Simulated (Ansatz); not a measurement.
# Geometry relaxation of C10H4F (part 1 of 3)

- system: C10H4F (slab, 30 atoms in the cell)
- method: DFT PBE-D3(BJ), scalar-relativistic, plane waves, PAW, PAW set soft_1, no spin polarisation (Ansatz 0.2.0)

The input holds or restrains some coordinates. Forces given for the steps count only the free coordinates. It belongs to a series of runs on one base structure; here: start relaxed.

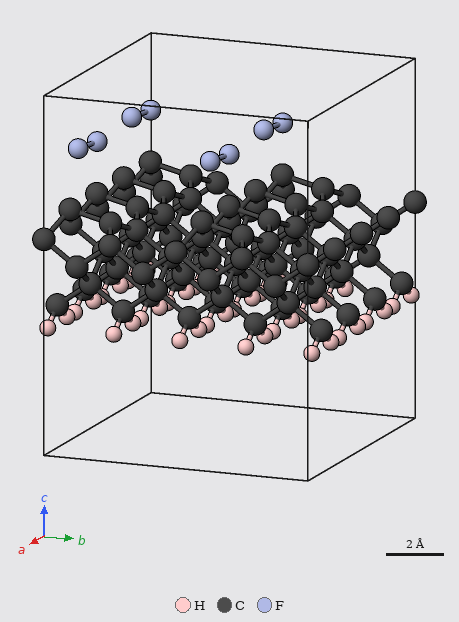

*The structure as given in the input (ball-and-stick view of the 2 × 2 repeat of the cell, with the vacuum cut short, seen slightly off an axis). An atom can appear more than once, as a periodic image.*

Near neighbours in the periodic cell (some may lie outside the picture): H has 1 C at 1.10 Å and 1 H at 0.73 Å; C has 2 C at 1.55 Å and 2 H at 1.10 Å; C has 4 C at 1.44 to 1.60 Å; C has 3 C at 1.44 to 1.60 Å; F has 1 F at 1.42 Å.

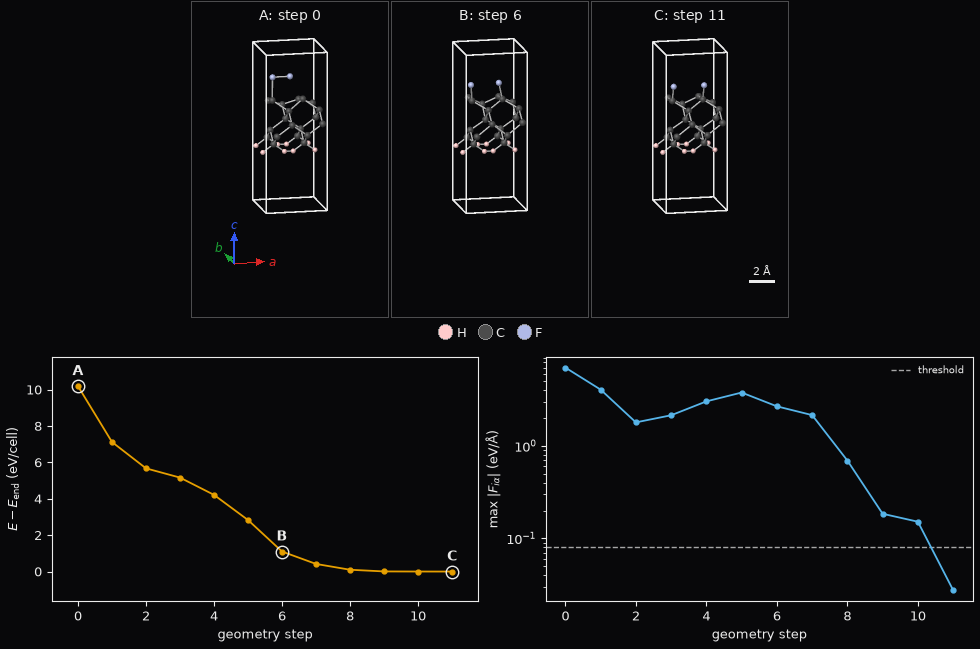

*Frames of the restrained relaxation (ball-and-stick view of the cell of the calculation, with the vacuum cut short (origin shifted), seen slightly off an axis) above the curves, on which the letters mark them (the first geometry is step 0 here and step 1 in the log).*

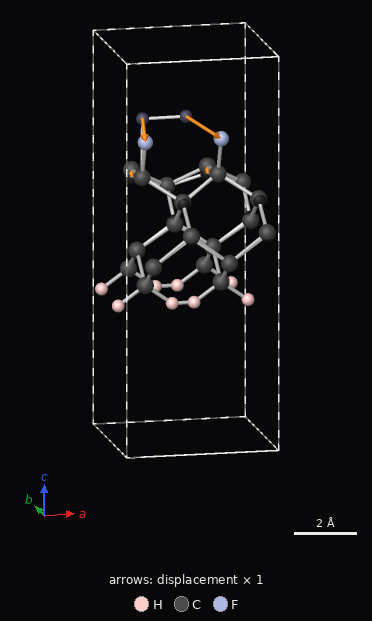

*Start (faint) and end (solid) with the displacements as orange arrows, at true length (ball-and-stick view of the cell of the calculation, with the vacuum cut short (origin shifted), seen slightly off an axis).*

The atom that moves furthest is F30 (1.36 Å). Largest moves by element: F 1.36 Å, C 0.23 Å. H stays in place. The cell doesn't change. Distances before and after: F29–F30 1.421 → 2.524 Å, C26–F30 2.246 → 1.376 Å, C25–F29 1.910 → 1.375 Å, C23–C27 1.441 → 1.495 Å. New bonds form: C25–F29 (1.91 → 1.38 Å), C26–F30 (2.25 → 1.38 Å). Among the angles that change: C27–C25–F29 102.5° → 115.1°, C21–C25–F29 123.1° → 112.9°, C22–C25–F29 121.7° → 112.9°. After 11 geometry steps the energy has fallen by 10.194 eV per cell of the calculation. Largest force component: 7 eV/Å at the start, 0.028 eV/Å at the end. (Atoms are counted from 1 in the order of the input.)

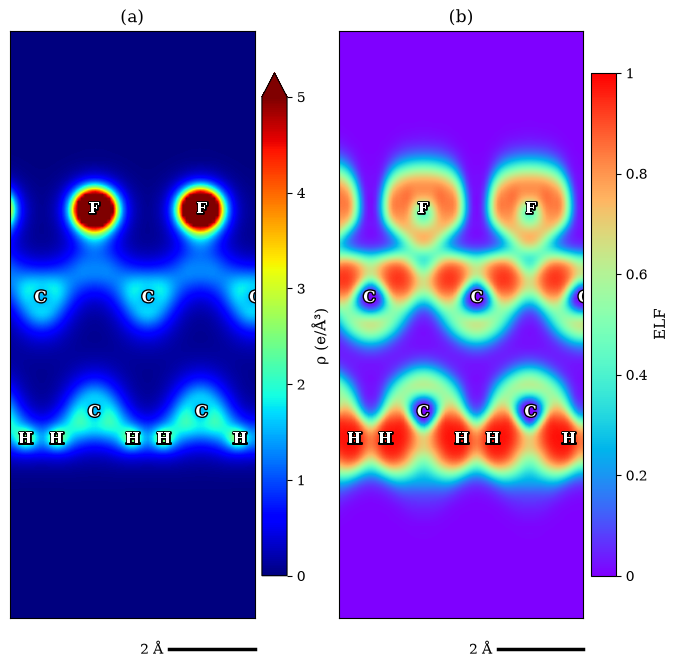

*(a) valence pseudo-density; (b) ELF on the (010) plane of the calculation cell, a cut from vacuum to vacuum.*

H–H (0.73 Å): ρ is about 1.4 e/Å³ halfway; the ELF is about 0.85 at the midpoint; a covalent bond by its length. C–H (1.10 Å): ρ is about 2 e/Å³ halfway; the ELF climbs to about 1 towards the hydrogen, as it does in any bond to H (a covalent bond by its length). The density dies away to nearly zero in the vacuum. In a PAW calculation such maps are meaningful between the atoms, not at the nuclei.

The input and output of the run follow.

### The input
```yaml
accuracy: low
crystal:
  lattice:
    - [5.048742, 0.0, 0.0]
    - [0.0, 5.048742, 0.0]
    - [0.0, 0.0, 17.1647]
  atoms:
    - { symbol: H, position: [0.4277868, 0.0, 0.0582591] }
    - { symbol: H, position: [0.0722132, 0.0, 0.0582591] }
    - { symbol: H, position: [0.9277868, 0.0, 0.0582591] }
    - { symbol: H, position: [0.5722132, 0.0, 0.0582591] }
    - { symbol: H, position: [0.4277868, 0.5, 0.0582591] }
    - { symbol: H, position: [0.0722132, 0.5, 0.0582591] }
    - { symbol: H, position: [0.9277868, 0.5, 0.0582591] }
    - { symbol: H, position: [0.5722132, 0.5, 0.0582591] }
    - { symbol: C, position: [0.25, 0.0, 0.0952362] }
    - { symbol: C, position: [0.75, 0.0, 0.0952362] }
    - { symbol: C, position: [0.25, 0.5, 0.0952362] }
    - { symbol: C, position: [0.75, 0.5, 0.0952362] }
    - { symbol: C, position: [0.25, 0.25, 0.1472324] }
    - { symbol: C, position: [0.75, 0.25, 0.1472324] }
    - { symbol: C, position: [0.25, 0.75, 0.1472324] }
    - { symbol: C, position: [0.75, 0.75, 0.1472324] }
    - { symbol: C, position: [0.0, 0.25, 0.1992286] }
    - { symbol: C, position: [0.5, 0.25, 0.1992286] }
    - { symbol: C, position: [0.0, 0.75, 0.1992286] }
    - { symbol: C, position: [0.5, 0.75, 0.1992286] }
    - { symbol: C, position: [0.0, 0.0, 0.2512249] }
    - { symbol: C, position: [0.5, 0.0, 0.2512249] }
    - { symbol: C, position: [0.0, 0.5, 0.2512249] }
    - { symbol: C, position: [0.5, 0.5, 0.2512249] }
    - { symbol: C, position: [0.25, 0.0969069, 0.3008908] }
    - { symbol: C, position: [0.75, 0.0969069, 0.3008908] }
    - { symbol: C, position: [0.25, 0.4030931, 0.2799175] }
    - { symbol: C, position: [0.75, 0.4030931, 0.2799175] }
    - { symbol: F, position: [0.2548312, 0.1008423, 0.4121657] }
    - { symbol: F, position: [0.5344482, 0.0705027, 0.4150786] }
basis:
  ecutwfc: 420.0
kpoints:
  mp_grid: { grid: [2, 2, 1] }
hamiltonian:
  xc: pbe
  dispersion: d3bj
  pseudopotentials: { kind: paw, azcp: { folder: soft_1 } }
scf:
  occupations: { method: fermi_dirac, width: 0.05 }
  lower_state_search: "off"
relax:
  f_tol: 0.08
  max_steps: 25
  adjacent_minimum: "off"
  constraints: [{ sites: [0, 1, 2, 3, 4, 5, 6, 7, 8, 9, 10, 11, 12, 13, 14, 15] }]
output:
  write_density: true
  write_potential: true
  elf: true
  volumetric_format: npy
```

Launched with:
```bash
ansatz run input.yaml --threads 1 --pin off --max-ram 3072MiB --backend cpu --events-out ev --progress --plain --runs-dir out
```

### Output
```
Engine: ansatz 0.2.0, aarch64-unknown-linux-gnu
Pseudopotentials: kind: paw
Pseudopotential: H, paw, valence charge 1, recommended cutoff 420 eV (normal), [file]
Pseudopotential: C, paw, valence charge 4, recommended cutoff 420 eV (normal), [file]
Pseudopotential: F, paw, valence charge 7, recommended cutoff 420 eV (normal), [file]
Functional definition: PBE
  parameter kappa = 0.804
  parameter beta = 0.06672455060314922
  exchange = pbe_x(kappa = kappa, mu = beta*pi^2/3)
  correlation = pbe_c(beta = beta)
Crystal: 30 atoms, lattice volume = 437.525 Å³
Basis set: ecut = 420 eV, 8557 PW (Γ), exchange–correlation on 72×72×240 points (8 copies of the dense FFT grid, shifted against one another)
Bands: 81, of which v1, the nominal top of the filled ones, is band 51 counted from 1 (50 counted from 0)
Symmetry: 1 space group operations
Space group: P1 (ITA 1), of the structure as read, at distance tolerance 7.6e-5 Å
k-points: 4
Non-local potential: H, projectors of the file, l = 0: 2, l = 1: 1
Non-local potential: C, projectors of the file, l = 0: 2, l = 1: 2, l = 2: 1
Non-local potential: F, projectors of the file, l = 0: 2, l = 1: 2, l = 2: 1
PAW form: soft (Blöchl's): semilocal exchange-correlation on the pseudo side does not see the compensation charge
PAW one-centre angular grid: H, 110 points (default); XC on 64 Gauss nodes
PAW one-centre angular grid: C, 110 points (default); XC on 64 Gauss nodes
PAW one-centre angular grid: F, 110 points (default); XC on 64 Gauss nodes
Initial density: superposition of atomic densities (neutral atoms: chi_scale 0, normalization atom)
Initial wavefunctions: pseudopotential atomic-orbital guess
Functional: x = pbe(κ = 0.804, μ = 0.2195149727645171), c = pbe(β = 0.06672455060314922)
SCF iter   1: F=—  HF=-6745.354600 eV  |F-HF|=—  |Δ(HF+E_count)|=         —  Δρ=9.77e-2  dr2=3.73e1  ethr=3.10e-3  ⟨swp⟩=7.5  Hψ=1652  notcnv=0  defer=59
preconditioner: auto → LDOS  [insulator: Δε(μ)=0.388 eV  Ē_g=16.546 eV  σ=0.050 eV  W_gap=0.96  n_scr=74 (ndim 8)  ℏωp=17.9 eV  f_vac=0.543  D(μ)=0.50/eV (n_scr^D=2)  ε∞_Penn≈2.2  β→1.0]
SCF iter   2: F=—  HF=-6752.374161 eV  |F-HF|=—  |Δ(HF+E_count)|=    7.02e0  Δρ=1.14e-1  dr2=1.39e2  ethr=3.10e-3  ⟨swp⟩=4.8  Hψ=854  notcnv=0  defer=87  recentre
SCF iter   3: F=—  HF=-6735.110028 eV  |F-HF|=—  |Δ(HF+E_count)|=    1.73e1  Δρ=4.07e-2  dr2=6.99e0  ethr=3.10e-3  ⟨swp⟩=4.2  Hψ=878  notcnv=0  defer=79
SCF iter   4: F=—  HF=-6733.603790 eV  |F-HF|=—  |Δ(HF+E_count)|=    1.51e0  Δρ=2.28e-2  dr2=2.53e0  ethr=3.10e-3  ⟨swp⟩=3.2  Hψ=586  notcnv=0  defer=83
SCF iter   5: F=—  HF=-6733.491502 eV  |F-HF|=—  |Δ(HF+E_count)|=   1.12e-1  Δρ=5.73e-3  dr2=1.02e-1  ethr=2.48e-3  ⟨swp⟩=2.5  Hψ=413  notcnv=0  defer=79
SCF iter   6: F=—  HF=-6733.489542 eV  |F-HF|=—  |Δ(HF+E_count)|=   1.96e-3  Δρ=2.46e-3  dr2=2.18e-2  ethr=1.00e-4  ⟨swp⟩=4.2  Hψ=496  notcnv=0  defer=79
SCF iter   7: F=—  HF=-6733.489628 eV  |F-HF|=—  |Δ(HF+E_count)|=   8.58e-5  Δρ=1.17e-3  dr2=6.31e-3  ethr=2.14e-5  ⟨swp⟩=3.0  Hψ=526  notcnv=0  defer=79
SCF iter   8: F=—  HF=-6733.489751 eV  |F-HF|=—  |Δ(HF+E_count)|=   1.23e-4  Δρ=7.44e-4  dr2=2.24e-3  ethr=6.19e-6  ⟨swp⟩=2.5  Hψ=432  notcnv=0  defer=79
SCF iter   9: F=—  HF=-6733.489875 eV  |F-HF|=—  |Δ(HF+E_count)|=   1.24e-4  Δρ=4.51e-4  dr2=6.63e-4  ethr=2.20e-6  ⟨swp⟩=2.2  Hψ=440  notcnv=0  defer=79
SCF iter  10: F=—  HF=-6733.490231 eV  |F-HF|=—  |Δ(HF+E_count)|=   3.56e-4  Δρ=2.68e-4  dr2=2.00e-4  ethr=6.50e-7  ⟨swp⟩=2.5  Hψ=405  notcnv=0  defer=79
SCF iter  11: F=—  HF=-6733.490387 eV  |F-HF|=—  |Δ(HF+E_count)|=   1.57e-4  Δρ=1.76e-4  dr2=1.03e-4  ethr=1.96e-7  ⟨swp⟩=2.2  Hψ=427  notcnv=0  defer=79
SCF iter  12: F=—  HF=-6733.490435 eV  |F-HF|=—  |Δ(HF+E_count)|=   4.71e-5  Δρ=1.15e-4  dr2=5.01e-5  ethr=9.80e-8  ⟨swp⟩=11.0  Hψ=2680  notcnv=0
SCF iter  13: F=-6733.490466 eV  HF=-6733.490454 eV  |F-HF|=1.20e-5  |Δ(HF+E_count)|=   1.96e-5  Δρ=6.80e-5  dr2=1.61e-5  ethr=4.91e-8  ⟨swp⟩=12.0  Hψ=2420  notcnv=0
SCF 1 converged in 13 iterations: F = -6733.490466 eV  dr2 = 1.61e-5
  Residual-converged pass: ⟨swp⟩=1.2  Hψ=341  notcnv=0  max |occ|·‖R‖ = 7.0e-9 eV (tolerance 1.0e-8 eV)  dr2=1.61e-5  dr2_onsite=6.42e-7  max |Δocc| = 2.0e-11
  greatest PAW one-centre occupation: 0.945 electrons in one spin orbital (limit 2), on the F atom at site 29 (counted from 0), in its partial waves of l = 0
relax step   1: F+E_penalty+E_count = -6733.49046612 eV  Δ(F+E_penalty+E_count) = +0.000e0 eV  max|allowed force component| = 7.027e0 eV/Å  Δτ_max = 0.0000 Å  (13 SCF iters, dr2 threshold 1.00e-4 eV, accepted)
Initial density: handed on by an earlier stage of this run
Initial wavefunctions: those handed on with the density
SCF iter   1: F=—  HF=-6737.178853 eV  |F-HF|=—  |Δ(HF+E_count)|=         —  Δρ=4.73e-2  dr2=1.30e1  ethr=3.10e-3  ⟨swp⟩=5.0  Hψ=861  notcnv=0  defer=83
preconditioner: auto → LDOS  [metal: Δε(μ)=0.045 eV  Ē_g=15.527 eV  σ=0.050 eV  W_gap=0.22  n_scr=74 (ndim 8)  ℏωp=17.9 eV  f_vac=0.567  D(μ)=6.95/eV (n_scr^D=36)  β→1.0]
SCF iter   2: F=—  HF=-6736.276709 eV  |F-HF|=—  |Δ(HF+E_count)|=   9.02e-1  Δρ=3.13e-2  dr2=2.44e0  ethr=3.10e-3  ⟨swp⟩=2.5  Hψ=458  notcnv=0  defer=90
SCF iter   3: F=—  HF=-6736.558652 eV  |F-HF|=—  |Δ(HF+E_count)|=   2.82e-1  Δρ=9.14e-3  dr2=3.42e-1  ethr=2.39e-3  ⟨swp⟩=2.0  Hψ=299  notcnv=0  defer=88
SCF iter   4: F=—  HF=-6736.560653 eV  |F-HF|=—  |Δ(HF+E_count)|=   2.00e-3  Δρ=1.79e-3  dr2=1.26e-2  ethr=3.35e-4  ⟨swp⟩=2.8  Hψ=457  notcnv=0  defer=87
SCF iter   5: F=—  HF=-6736.558595 eV  |F-HF|=—  |Δ(HF+E_count)|=   2.06e-3  Δρ=8.28e-4  dr2=3.02e-3  ethr=1.23e-5  ⟨swp⟩=2.0  Hψ=466  notcnv=0  defer=87
SCF iter   6: F=—  HF=-6736.558593 eV  |F-HF|=—  |Δ(HF+E_count)|=   1.97e-6  Δρ=5.52e-4  dr2=9.83e-4  ethr=2.96e-6  ⟨swp⟩=2.0  Hψ=382  notcnv=0  defer=87
SCF iter   7: F=—  HF=-6736.558894 eV  |F-HF|=—  |Δ(HF+E_count)|=   3.01e-4  Δρ=4.36e-4  dr2=5.98e-4  ethr=9.64e-7  ⟨swp⟩=2.0  Hψ=345  notcnv=0  defer=87
SCF iter   8: F=—  HF=-6736.559146 eV  |F-HF|=—  |Δ(HF+E_count)|=   2.52e-4  Δρ=3.11e-4  dr2=2.93e-4  ethr=5.86e-7  ⟨swp⟩=3.0  Hψ=416  notcnv=0  defer=87
SCF iter   9: F=—  HF=-6736.559360 eV  |F-HF|=—  |Δ(HF+E_count)|=   2.15e-4  Δρ=1.91e-4  dr2=1.15e-4  ethr=2.87e-7  ⟨swp⟩=2.5  Hψ=412  notcnv=0  defer=87
SCF iter  10: F=—  HF=-6736.559485 eV  |F-HF|=—  |Δ(HF+E_count)|=   1.24e-4  Δρ=1.05e-4  dr2=3.84e-5  ethr=1.13e-7  ⟨swp⟩=2.0  Hψ=353  notcnv=0  defer=87
SCF iter  11: F=-6736.559532 eV  HF=-6736.559526 eV  |F-HF|=6.35e-6  |Δ(HF+E_count)|=   4.13e-5  Δρ=4.51e-5  dr2=7.89e-6  ethr=3.76e-8  ⟨swp⟩=12.2  Hψ=2763  notcnv=0
SCF 2 converged in 11 iterations: F = -6736.559532 eV  dr2 = 7.89e-6
[...]
  greatest PAW one-centre occupation: 0.944 electrons in one spin orbital (limit 2), on the F atom at site 29 (counted from 0), in its partial waves of l = 0
relax step   2: F+E_penalty+E_count = -6736.55953230 eV  Δ(F+E_penalty+E_count) = -3.069e0 eV  max|allowed force component| = 4.061e0 eV/Å  Δτ_max = 0.1948 Å  (11 SCF iters, dr2 threshold 1.00e-4 eV, accepted)
preconditioner: auto → LDOS  [metal: Δε(μ)=0.005 eV  Ē_g=15.499 eV  σ=0.050 eV  W_gap=0.03  n_scr=74 (ndim 8)  ℏωp=17.9 eV  f_vac=0.565  D(μ)=8.52/eV (n_scr^D=50)  β→1.0]
  greatest PAW one-centre occupation: 0.942 electrons in one spin orbital (limit 2), on the F atom at site 29 (counted from 0), in its partial waves of l = 0
relax step   3: F+E_penalty+E_count = -6738.00898600 eV  Δ(F+E_penalty+E_count) = -1.449e0 eV  max|allowed force component| = 1.798e0 eV/Å  Δτ_max = 0.1906 Å  (12 SCF iters, dr2 threshold 1.00e-4 eV, accepted)
preconditioner: auto → LDOS  [metal: Δε(μ)=0.063 eV  Ē_g=15.449 eV  σ=0.050 eV  W_gap=0.30  n_scr=74 (ndim 8)  ℏωp=17.9 eV  f_vac=0.564  D(μ)=7.06/eV (n_scr^D=36)  β→1.0]
  greatest PAW one-centre occupation: 0.941 electrons in one spin orbital (limit 2), on the F atom at site 29 (counted from 0), in its partial waves of l = 0
relax step   4: F+E_penalty+E_count = -6738.51807051 eV  Δ(F+E_penalty+E_count) = -5.091e-1 eV  max|allowed force component| = 2.147e0 eV/Å  Δτ_max = 0.1947 Å  (10 SCF iters, dr2 threshold 1.00e-4 eV, accepted)
preconditioner: auto → LDOS  [metal: Δε(μ)=0.069 eV  Ē_g=15.501 eV  σ=0.050 eV  W_gap=0.33  n_scr=74 (ndim 8)  ℏωp=17.9 eV  f_vac=0.566  D(μ)=5.84/eV (n_scr^D=28)  β→1.0]
  greatest PAW one-centre occupation: 0.939 electrons in one spin orbital (limit 2), on the F atom at site 29 (counted from 0), in its partial waves of l = 0
relax step   5: F+E_penalty+E_count = -6739.46750054 eV  Δ(F+E_penalty+E_count) = -9.494e-1 eV  max|allowed force component| = 3.034e0 eV/Å  Δτ_max = 0.1913 Å  (9 SCF iters, dr2 threshold 1.00e-4 eV, accepted)
preconditioner: auto → LDOS  [insulator: Δε(μ)=0.115 eV  Ē_g=15.548 eV  σ=0.050 eV  W_gap=0.51  n_scr=74 (ndim 8)  ℏωp=17.9 eV  f_vac=0.568  D(μ)=5.19/eV (n_scr^D=28)  ε∞_Penn≈2.3  β→1.0]
  greatest PAW one-centre occupation: 0.936 electrons in one spin orbital (limit 2), on the F atom at site 29 (counted from 0), in its partial waves of l = 0
relax step   6: F+E_penalty+E_count = -6740.85076713 eV  Δ(F+E_penalty+E_count) = -1.383e0 eV  max|allowed force component| = 3.780e0 eV/Å  Δτ_max = 0.1965 Å  (8 SCF iters, dr2 threshold 1.00e-4 eV, accepted)
preconditioner: auto → LDOS  [insulator: Δε(μ)=0.157 eV  Ē_g=15.775 eV  σ=0.050 eV  W_gap=0.65  n_scr=74 (ndim 8)  ℏωp=17.9 eV  f_vac=0.572  D(μ)=4.33/eV (n_scr^D=18)  ε∞_Penn≈2.3  β→1.0]
  greatest PAW one-centre occupation: 0.934 electrons in one spin orbital (limit 2), on the F atom at site 29 (counted from 0), in its partial waves of l = 0
relax step   7: F+E_penalty+E_count = -6742.58328595 eV  Δ(F+E_penalty+E_count) = -1.733e0 eV  max|allowed force component| = 2.681e0 eV/Å  Δτ_max = 0.1949 Å  (9 SCF iters, dr2 threshold 1.00e-4 eV, accepted)
preconditioner: auto → LDOS  [insulator: Δε(μ)=0.177 eV  Ē_g=16.046 eV  σ=0.050 eV  W_gap=0.70  n_scr=74 (ndim 8)  ℏωp=17.9 eV  f_vac=0.577  D(μ)=4.02/eV (n_scr^D=10)  ε∞_Penn≈2.2  β→1.0]
  greatest PAW one-centre occupation: 0.933 electrons in one spin orbital (limit 2), on the F atom at site 29 (counted from 0), in its partial waves of l = 0
relax step   8: F+E_penalty+E_count = -6743.26571709 eV  Δ(F+E_penalty+E_count) = -6.824e-1 eV  max|allowed force component| = 2.155e0 eV/Å  Δτ_max = 0.1924 Å  (7 SCF iters, dr2 threshold 1.00e-4 eV, accepted)
preconditioner: auto → LDOS  [insulator: Δε(μ)=0.130 eV  Ē_g=15.973 eV  σ=0.050 eV  W_gap=0.57  n_scr=74 (ndim 8)  ℏωp=17.9 eV  f_vac=0.579  D(μ)=4.72/eV (n_scr^D=18)  ε∞_Penn≈2.3  β→1.0]
  greatest PAW one-centre occupation: 0.932 electrons in one spin orbital (limit 2), on the F atom at site 28 (counted from 0), in its partial waves of l = 0
relax step   9: F+E_penalty+E_count = -6743.58455780 eV  Δ(F+E_penalty+E_count) = -3.188e-1 eV  max|allowed force component| = 6.954e-1 eV/Å  Δτ_max = 0.1983 Å  (7 SCF iters, dr2 threshold 1.00e-4 eV, accepted)
preconditioner: auto → LDOS  [insulator: Δε(μ)=0.156 eV  Ē_g=16.003 eV  σ=0.050 eV  W_gap=0.65  n_scr=74 (ndim 8)  ℏωp=17.9 eV  f_vac=0.578  D(μ)=4.48/eV (n_scr^D=18)  ε∞_Penn≈2.3  β→1.0]
relax step  10: F+E_penalty+E_count = -6743.67722017 eV  Δ(F+E_penalty+E_count) = -9.266e-2 eV  max|allowed force component| = 1.849e-1 eV/Å  Δτ_max = 0.2000 Å  (7 SCF iters, dr2 threshold 5.04e-5 eV, accepted)
preconditioner: auto → LDOS  [insulator: Δε(μ)=0.161 eV  Ē_g=16.010 eV  σ=0.050 eV  W_gap=0.67  n_scr=74 (ndim 8)  ℏωp=17.9 eV  f_vac=0.579  D(μ)=4.42/eV (n_scr^D=18)  ε∞_Penn≈2.3  β→1.0]
```
